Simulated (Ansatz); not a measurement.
# Y (P6_3/mmc, 2 atoms in the cell) under biaxial strain in the (0001) plane, that of a and b

Aim: how do the optical modes of Y (P6_3/mmc, 2 atoms in the cell) shift and split under this strain?

Program: Ansatz 0.2.0. Level of theory: DFT LDA, scalar-relativistic, plane waves, PAW; PAW set soft_1. Results are calculated unless marked as measured.

## (1) Set-up

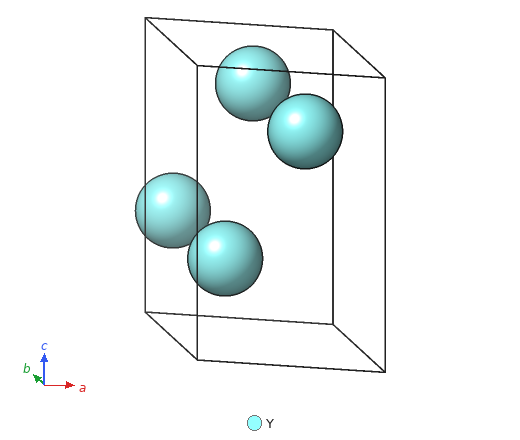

The cell as given, slightly off an axis (yttrium teal). 1×2×1 cells are drawn.

## (2) Bringing the structure to rest

Harmonic phonons are second derivatives at a point where the forces vanish, and they are wanted at zero stress, so atoms and cell are relaxed first.

The input, input.yaml:

```yaml
crystal:
  lattice:
    - [3.6474, 0.0, 0.0]
    - [-1.8237, 3.1587410578, 0.0]
    - [0.0, 0.0, 5.7306]
  atoms:
    - { symbol: "Y", position: [0.33333333, 0.66666667, 0.25] }
    - { symbol: "Y", position: [0.66666667, 0.33333333, 0.75] }
kpoints:
  mp_grid: { grid: [15, 15, 8] }
hamiltonian:
  xc: lda
  pseudopotentials: { kind: paw, azcp: { folder: soft_1 }, xc_functional: pbe }
scf:
  occupations: { method: gaussian, width: 0.1 }
output:
  forces: true
  stress: true
  eigenvalues: true
  write_density: true
  write_potential: true
  elf: true
  volumetric_format: npy
relax:
  adjacent_minimum: "off"
  f_tol: 0.005
  max_steps: 80
  cell: { stress_tol: 0.05 }
```

Command:

```console
ansatz run input.yaml --threads 4 --pin off --max-ram 10240MiB --backend cpu --events-out ev --progress --plain --runs-dir out
```

Numbers of over 12 decimals in the logs are rounded to 6 here.

The log of the run:

```text
Engine: ansatz 0.2.0, x86_64-unknown-linux-gnu
Pseudopotentials: kind: paw
Pseudopotential: Y, paw, valence charge 11, recommended cutoff 420 eV (normal), soft_1/Y.paw.azcp
Functional definition: SPW92
  exchange = slater_x
  correlation = pw_c
Crystal: 2 atoms, lattice volume = 66.023 Å³
Basis set: ecut = 420 eV, 1267 PW (Γ)
Bands: 15, of which v1, the nominal top of the filled ones, is band 11 counted from 1 (10 counted from 0)
Symmetry: 24 space group operations
Space group: P63/mmc (ITA 194), of the structure as read, at distance tolerance 4.0e-5 Å
k-points: 135 of 1800
Non-local potential: Y, projectors of the file, l = 0: 3, l = 1: 2, l = 2: 2, l = 3: 1
PAW form: soft (Blöchl's): semilocal exchange-correlation on the pseudo side does not see the compensation charge
PAW frozen core: Y, regenerated for the run's functional, and the local potential with it (the file was generated under x = pbe(κ = 0.804, μ = 0.219515), c = pbe(β = 0.066725))
PAW one-centre angular grid: Y, 590 points (default); XC on 64 Gauss nodes
Initial density: superposition of atomic densities (chi_scale 0.1, normalization cell)
Initial wavefunctions: pseudopotential atomic-orbital guess
Functional: x = slater, c = lda
SCF iter   1: F=—  HF=-7491.136724 eV  |F-HF|=—  |Δ(HF+E_count)|=         —  Δρ=1.19e-2  dr2=1.57e-1  ethr=3.10e-3  ⟨swp⟩=4.4  Hψ=8839  notcnv=0
preconditioner: auto → Kerker (q_TF=auto, 2.272 Å⁻¹)  [metal: Δε(μ)=0.009 eV  Ē_g=2.557 eV  σ=0.100 eV  W_gap=0.05  n_scr=22 (ndim 8)  ℏωp=11.2 eV  f_vac=0.000  D(μ)=3.79/eV (n_scr^D=34)]
SCF iter   2: F=—  HF=-7491.103120 eV  |F-HF|=—  |Δ(HF+E_count)|=   3.36e-2  Δρ=7.73e-3  dr2=6.47e-2  ethr=7.15e-4  ⟨swp⟩=1.2  Hψ=3149  notcnv=0  defer=1
SCF iter   3: F=—  HF=-7491.081135 eV  |F-HF|=—  |Δ(HF+E_count)|=   2.20e-2  Δρ=9.54e-4  dr2=6.32e-4  ethr=2.94e-4  ⟨swp⟩=3.0  Hψ=3881  notcnv=0  defer=1
SCF iter   4: F=—  HF=-7491.081148 eV  |F-HF|=—  |Δ(HF+E_count)|=   1.24e-5  Δρ=1.90e-4  dr2=2.16e-5  ethr=2.87e-6  ⟨swp⟩=1.8  Hψ=2240  notcnv=0  defer=1
SCF iter   5: F=—  HF=-7491.081146 eV  |F-HF|=—  |Δ(HF+E_count)|=   1.23e-6  Δρ=3.80e-5  dr2=7.56e-7  ethr=9.82e-8  ⟨swp⟩=2.2  Hψ=3436  notcnv=0  defer=1
SCF iter   6: F=-7491.081147 eV  HF=-7491.081147 eV  |F-HF|=3.61e-9  |Δ(HF+E_count)|=   1.72e-7  Δρ=7.08e-6  dr2=2.10e-8  ethr=4.55e-10  ⟨swp⟩=8.4  Hψ=12642  notcnv=0
SCF 1 converged in 6 iterations: F = -7491.081147 eV  dr2 = 2.10e-8
  greatest PAW one-centre occupation: 0.992 electrons in one spin orbital (limit 2), on the Y atom at site 1 (counted from 0), in its partial waves of l = 0
relax step   1: F+E_penalty+E_count = -7491.08114653 eV  Δ(F+E_penalty+E_count) = +0.000e0 eV  max|allowed force component| = 6.939e-17 eV/Å  Δτ_max = 0.0000 Å  P = -3.827 GPa  Ω = 66.023 Å³  (6 SCF iters, dr2 threshold 1.00e-7 eV, accepted)
Crystal: 2 atoms, lattice volume = 59.782 Å³
Basis set: ecut = 420 eV, 1153 PW (Γ)
Initial density: handed on by an earlier stage of this run
Initial wavefunctions: those handed on with the density
iter 1 solved again at ethr=1.72e-6 eV; its pass at ethr=3.10e-3 eV (dr2=3.79e-4 eV) is discarded
SCF iter   1: F=—  HF=-7491.161092 eV  |F-HF|=—  |Δ(HF+E_count)|=         —  Δρ=1.13e-3  dr2=4.39e-4  ethr=1.72e-6  ⟨swp⟩=2.1  Hψ=15393  notcnv=0
preconditioner: auto → Kerker (q_TF=auto, 2.310 Å⁻¹)  [metal: Δε(μ)=0.007 eV  Ē_g=2.644 eV  σ=0.100 eV  W_gap=0.04  n_scr=10 (ndim 8)  ℏωp=11.8 eV  f_vac=0.000  D(μ)=3.44/eV (n_scr^D=34)]
SCF iter   2: F=—  HF=-7491.161097 eV  |F-HF|=—  |Δ(HF+E_count)|=   4.78e-6  Δρ=6.30e-4  dr2=1.42e-4  ethr=1.72e-6  ⟨swp⟩=1.9  Hψ=3210  notcnv=0
SCF iter   3: F=—  HF=-7491.161121 eV  |F-HF|=—  |Δ(HF+E_count)|=   2.46e-5  Δρ=7.57e-5  dr2=3.22e-6  ethr=6.46e-7  ⟨swp⟩=2.2  Hψ=3350  notcnv=0
SCF iter   4: F=-7491.161121 eV  HF=-7491.161121 eV  |F-HF|=7.22e-9  |Δ(HF+E_count)|=   1.63e-8  Δρ=1.08e-5  dr2=6.84e-8  ethr=9.09e-10  ⟨swp⟩=6.1  Hψ=12351  notcnv=0
SCF 2 converged in 4 iterations: F = -7491.161121 eV  dr2 = 6.84e-8
relax step   2: F+E_penalty+E_count = -7491.16112148 eV  Δ(F+E_penalty+E_count) = -7.997e-2 eV  max|allowed force component| = 6.939e-18 eV/Å  Δτ_max = 0.0000 Å  P = +0.054 GPa  Ω = 59.782 Å³  energy of the carried Pulay correction = +1.542e-4 eV  (4 SCF iters, dr2 threshold 2.00e-7 eV, accepted)
Crystal: 2 atoms, lattice volume = 59.860 Å³
iter 1 solved again at ethr=1.76e-9 eV; its pass at ethr=3.10e-3 eV (dr2=3.87e-7 eV) is discarded
SCF iter   1: F=—  HF=-7491.161135 eV  |F-HF|=—  |Δ(HF+E_count)|=         —  Δρ=1.85e-5  dr2=1.53e-7  ethr=1.76e-9  ⟨swp⟩=3.4  Hψ=14697  notcnv=0
preconditioner: auto → Kerker (q_TF=auto, 2.309 Å⁻¹)  [metal: Δε(μ)=0.007 eV  Ē_g=2.642 eV  σ=0.100 eV  W_gap=0.04  n_scr=10 (ndim 8)  ℏωp=11.8 eV  f_vac=0.000  D(μ)=3.44/eV (n_scr^D=34)]
SCF iter   2: F=—  HF=-7491.161135 eV  |F-HF|=—  |Δ(HF+E_count)|=   2.80e-9  Δρ=1.05e-5  dr2=5.25e-8  ethr=6.95e-10  ⟨swp⟩=1.3  Hψ=2490  notcnv=0
SCF iter   3: F=-7491.161135 eV  HF=-7491.161135 eV  |F-HF|=5.09e-10  |Δ(HF+E_count)|=   3.94e-9  Δρ=1.35e-6  dr2=1.45e-9  ethr=5.00e-11  ⟨swp⟩=5.1  Hψ=10987  notcnv=0
SCF 3 converged in 3 iterations: F = -7491.161135 eV  dr2 = 1.45e-9
relax step   3: F+E_penalty+E_count = -7491.16113466 eV  Δ(F+E_penalty+E_count) = -1.318e-5 eV  max|allowed force component| = 1.295e-16 eV/Å  Δτ_max = 0.0000 Å  P = -0.003 GPa  Ω = 59.860 Å³  energy of the carried Pulay correction = +1.522e-4 eV  (3 SCF iters, dr2 threshold 1.10e-8 eV, accepted)
Initial wavefunctions: pseudopotential atomic-orbital guess (no wavefunctions were taken with the density)
iter 1 solved again at ethr=1.76e-7 eV; its pass at ethr=3.10e-3 eV (dr2=3.86e-5 eV) is discarded
SCF iter   1: F=—  HF=-7491.160950 eV  |F-HF|=—  |Δ(HF+E_count)|=         —  Δρ=5.49e-5  dr2=2.24e-7  ethr=1.76e-7  ⟨swp⟩=3.1  Hψ=15150  notcnv=0
SCF iter   2: F=—  HF=-7491.160950 eV  |F-HF|=—  |Δ(HF+E_count)|=   2.83e-8  Δρ=2.82e-5  dr2=5.81e-8  ethr=1.02e-9  ⟨swp⟩=2.0  Hψ=2604  notcnv=0
SCF iter   3: F=—  HF=-7491.160950 eV  |F-HF|=—  |Δ(HF+E_count)|=  4.02e-10  Δρ=8.41e-7  dr2=1.87e-10  ethr=2.64e-10  ⟨swp⟩=2.0  Hψ=2587  notcnv=0
SCF iter   4: F=-7491.160950 eV  HF=-7491.160950 eV  |F-HF|=2.73e-12  |Δ(HF+E_count)|=  5.55e-11  Δρ=1.27e-7  dr2=5.65e-12  ethr=1.00e-12  ⟨swp⟩=6.4  Hψ=9415  notcnv=0
SCF 4 converged in 4 iterations: F = -7491.160950 eV  dr2 = 5.65e-12
relax step   4: F+E_penalty+E_count = -7491.16095032 eV  Δ(F+E_penalty+E_count) = +1.843e-4 eV  max|allowed force component| = 1.110e-16 eV/Å  Δτ_max = 0.0000 Å  P = -0.002 GPa  Ω = 59.860 Å³  stress off target by 1.40e-2 GPa  SCF on the basis re-selected at this cell (its energy is not comparable with the rows above)  (4 SCF iters)
basis re-selected at this cell: Δ(F+E_penalty+E_count) = +1.843e-4 eV, ΔP = +0.001 GPa vs the last step (what re-selecting the basis moved, of the pressure what is left beyond the Pulay correction that the steps carried, after the strain that the cell walked since its last selection, with what the two solves' SCF thresholds leave and, on support functions, any second-order correction that the steps lacked; it is no measure of the basis error at this ecutwfc). The dense FFT grid was sized anew with the basis: this SCF ran on 24×24×40 points, the steps before it on 25×25×40, so part of this shift can come from that change (see relax.cell in the input reference). [rest of the remark cut]
SCF converged after 4 iterations
Free energy (F): -7491.160950 eV
Harris-Foulkes:  -7491.160950 eV  (|F-HF|=2.73e-12)
Internal energy: -7491.143739 eV  (E = F + TS)
E sigma→0 (E₀):  -7491.152345 eV
Entropy (-TS):   -0.017212 eV (-8.606 meV/atom)
Fermi energy:    10.215366 eV
--- Per-component energies (eV) ---
  E_band       = -219.828015
  E_kinetic    = 634.225205
  E_local      = -1145.469909  (includes V_loc(G=0)·N_el)
  E_nonlocal   = 62.170123
  E_hartree    = 361.432747
  E_xc         = -354.240928
  E_vxc        = -410.327393  (∫ρ·V_xc dr)
  E_paw        = -5429.703524  (= ΣΔE_a)
  E_vpaw       = -83.291557  (= ΣTr[D̂ρ^β])
  E_aug_tail   = 0.000046  (compensation charges beyond the density's cutoff)
  E_ewald      = -1620.216667
  E_core_change = 0.659170  (= ΣΔE_core)
  E_smearing   = -0.017212  (= −TS)
  E_closure    = -0.000000  (closes the sum)
  Σ components = -7491.160950   (vs F -7491.160950, Δ=0.00e0)
--- Forces (eV/Å), atoms counted from 1 ---
  atom   1  Y      0.00000000    -0.00000000     0.00000000
  atom   2  Y     -0.00000000     0.00000000    -0.00000000
  max |Σ_I F_I| component: 9.25e-18 eV/Å
--- Stress (GPa, compression-positive) ---
        0.003878       0.000000      -0.000000
        0.000000       0.003878      -0.000000
        0.000000      -0.000000      -0.013964
  P = ⅓ Tr σ = -0.0021 GPa (-0.021 kbar)
--- Band table (eV; the first three rows and the last of 135) ---
  k-point 0: bands = [... 7 lower, -11.7446, 5.4368, 8.2118, 11.5431, 11.9724, 11.9724, 12.4003, 12.6682]
  k-point 1: bands = [... 7 lower, -11.7789, 5.5522, 8.1681, 11.3928, 11.8993, 11.8993, 12.2888, 12.5629]
  k-point 2: bands = [... 7 lower, -11.8174, 5.8849, 7.9845, 11.1245, 11.7967, 11.7967, 11.9877, 12.3207]
  k-point 134: bands = [... 7 lower, -11.8826, 9.7526, 9.7526, 9.8063, 9.8063, 10.7694, 10.7694, 13.1123]
--- Relaxed structure (3 steps of the walk, 3 accepted, 1 SCFs on fresh bases) ---
  F+E_penalty+E_count = -7491.16095032 eV   max|allowed force component| = 1.110e-16 eV/Å   (the final SCF, on the basis selected at the relaxed cell)
  cell:  # Å, volume = 59.8602 Å³
    - [3.543024, 0.0, 0]
    - [-1.771512, 3.068348, -3.9603667723233136e-18]
    - [0, -7.184912409823936e-18, 5.506295]
  atoms:
    - { symbol: Y, position: [0.333333, 0.666667, 0.25] }
    - { symbol: Y, position: [0.666667, 0.333333, 0.750000] }
```

It took 16 s on 4 threads of AMD EPYC (Zen 3), shared host; peak memory 0.47 GiB; 49 s of CPU time.

The steps of the relaxation:

```csv
step,energy less that of the first step (eV),largest force component (eV/Å),pressure (GPa),volume (Å³)
1,0.0000,0.0000,-3.83,66.02
2,-0.0800,0.0000,0.05,59.78
3,-0.0800,0.0000,0.00,59.86
4*,-0.0798,0.0000,0.00,59.86
```

Relaxation steps marked * repeat the geometry before them on a plane-wave basis chosen anew for their cell, so energy and pressure can jump there.

The run keeps the 24 symmetry operations that it works with, so distortions that break them were not tested.

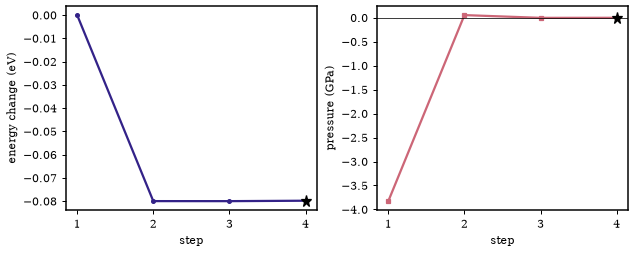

Energy and pressure along the relaxation. Stars mark steps on a basis chosen anew.

```csv
"conventional cell, symmetrised",before,after,change
a (Å),3.647,3.543,-2.9 %
b (Å),3.647,3.543,-2.9 %
c (Å),5.731,5.506,-3.9 %
volume (Å³/atom),33.01,29.93,-9.3 %
```

The relaxed structure:

```xyz
2
Lattice="3.5430 0.0000 0.0000 -1.7715 3.0683 0.0000 0.0000 0.0000 5.5063" Properties=species:S:1:pos:R:3 pbc="T T T"
Y     0.0000    2.0456    1.3766
Y     1.7715    1.0228    4.1297
```

Numbers from this step:

```yaml
pressure: -0.002069 GPa
volume_per_atom: 29.93 Å³
gap_on_the_k_mesh: 0 eV
```

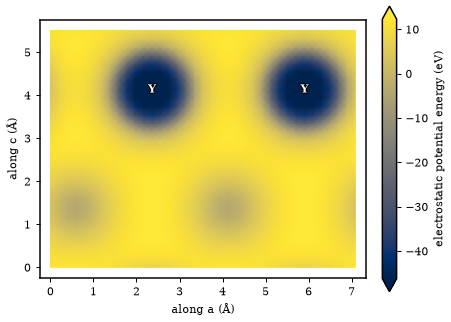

Electrostatic potential energy in the ac plane at fractional y = 0.333, with atoms of Y within 0.2 Å of it. With pseudopotentials it is smooth inside the atoms' cores, unlike the true potential.

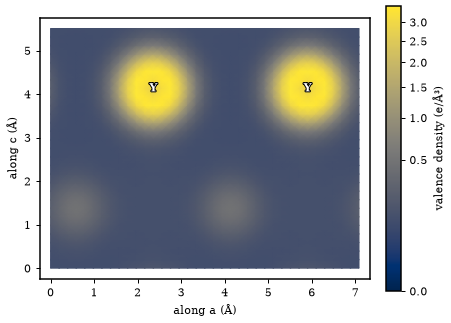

Valence density in the ac plane at fractional y = 0.333, with atoms of Y within 0.2 Å of it. It is the smooth field of the valence electrons, not physical close to the nuclei. The colour scale is stretched toward low values.

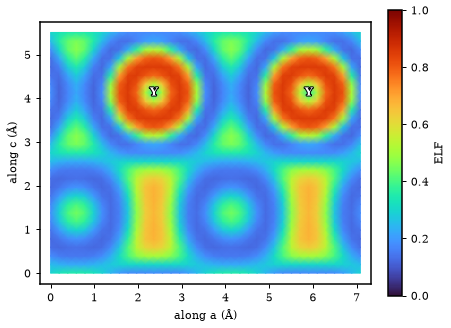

ELF in the ac plane at fractional y = 0.333, with atoms of Y within 0.2 Å of it. It is the smooth field of the valence electrons, not physical close to the nuclei.

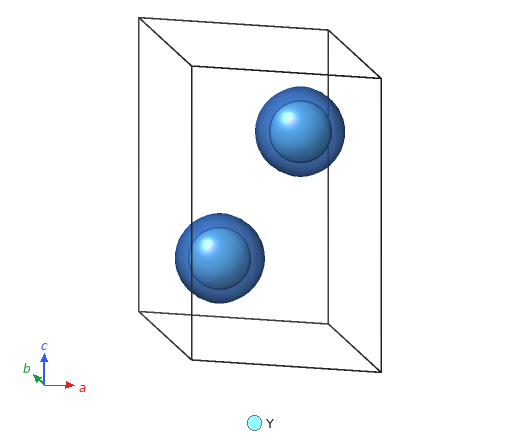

Surface of ELF = 0.78.

In this step the volume went from 33.01 to 29.93 Å³/atom.

## (3) Relaxation

The relaxation is repeated from its end on the same settings, as a check that it has come to rest.

input.yaml, the sections that differ from step 2:

```yaml
crystal:
  lattice:
    - [3.5430235188, 0.0, 0.0]
    - [-1.7715117594, 3.0683483735, 0.0]
    - [0.0, 0.0, 5.5062951242]
  atoms:
    - { symbol: "Y", position: [0.3333333333, 0.6666666667, 0.25] }
    - { symbol: "Y", position: [0.6666666667, 0.3333333333, 0.75] }
output:
  forces: true
  stress: true
  eigenvalues: true
# kpoints, hamiltonian, scf, relax: as in step 2
```

The log of the run:

```text
[...]
Crystal: 2 atoms, lattice volume = 59.860 Å³
Basis set: ecut = 420 eV, 1153 PW (Γ)
Bands: 15, of which v1, the nominal top of the filled ones, is band 11 counted from 1 (10 counted from 0)
Symmetry: 24 space group operations
[...]
k-points: 135 of 1800
[...]
k-point 134: bands = [... 7 lower, -11.8826, 9.7526, 9.7526, 9.8063, 9.8063, 10.7694, 10.7694, 13.1123]
--- Relaxed structure (1 steps of the walk, 1 accepted, 1 SCFs on fresh bases) ---
[...]
cell:  # Å, volume = 59.8602 Å³
    - [3.543024, 0.0, 0.0]
    - [-1.771512, 3.068348, 0.0]
    - [0.0, 0.0, 5.5062951242]
  atoms:
    - { symbol: Y, position: [0.333333, 0.666667, 0.250000] }
    - { symbol: Y, position: [0.666667, 0.333333, 0.750000] }
[key lines of the parts left out:]
SCF converged after 4 iterations
Free energy (F): -7491.160950 eV
Fermi energy:    10.215367 eV
P = ⅓ Tr σ = -0.0021 GPa (-0.021 kbar)
```

The job ended after 7 s (4 threads; peak memory 0.44 GiB).

Little changed from the start: no atom moved by 0.005 Å and no cell edge by 0.1 %.

This step gave:

| Item | Value |
| --- | --- |
| pressure | -0.002070 GPa |

In this step the volume went from 29.93 to 29.93 Å³/atom.

## (4) Tight relaxation

Phonons need small forces and stress, so the relaxation is finished with tight tolerances on 15×15×8 k points.

Changes to input.yaml since step 3:

```diff
@@ -14,3 +14,3 @@
 scf:
-  occupations: { method: gaussian, width: 0.1 }
+  occupations: { method: methfessel_paxton, width: 0.2 }
 output:
@@ -21,4 +21,4 @@
   adjacent_minimum: "off"
-  f_tol: 0.005
-  max_steps: 80
-  cell: { stress_tol: 0.05 }
+  f_tol: 0.001
+  max_steps: 60
+  cell: { stress_tol: 0.01 }
```

The log of the run:

```text
[...]
Crystal: 2 atoms, lattice volume = 59.860 Å³
Basis set: ecut = 420 eV, 1153 PW (Γ)
Bands: 15, of which v1, the nominal top of the filled ones, is band 11 counted from 1 (10 counted from 0)
Symmetry: 24 space group operations
[...]
k-points: 135 of 1800
[...]
k-point 134: bands = [... 7 lower, -11.8750, 9.7586, 9.7586, 9.8126, 9.8126, 10.7763, 10.7763, 13.1195]
--- Relaxed structure (2 steps of the walk, 2 accepted, 1 SCFs on fresh bases) ---
[...]
cell:  # Å, volume = 59.8293 Å³
    - [3.542333, 0.0, 0.0]
    - [-1.771167, 3.067751, 0.0]
    - [0.0, 0.0, 5.505593]
  atoms:
    - { symbol: Y, position: [0.333333, 0.666667, 0.250000] }
    - { symbol: Y, position: [0.666667, 0.333333, 0.750000] }
[key lines of the parts left out:]
SCF converged after 6 iterations
Free energy (F): -7491.151550 eV
Fermi energy:    10.222055 eV
P = ⅓ Tr σ = 0.0019 GPa (0.019 kbar)
```

Run time: 11 s. Hardware: 4 threads; peak memory 0.44 GiB; 31 s of CPU time.

Little changed from the start: no atom moved by 0.005 Å and no cell edge by 0.1 %.

This step gave:

| Quantity | Value |
| --- | --- |
| pressure | 0.001948 GPa |
| volume per atom | 29.91 Å³ |

The forces vanish by symmetry and the pressure is 0.002 GPa, within the tolerances set. The cell now holds 29.91 Å³/atom.

[end of part 1 of 2]

[Logs are printed without paths, hosts, clocks, repeated set-up lines and the standing remarks that a program may print on its own settings, such as how far it seeks lower states.]

[Hosts, paths, dates, database ids (printed as entryN), source tags and the programs' standing remarks are cut or masked in the printed files.]
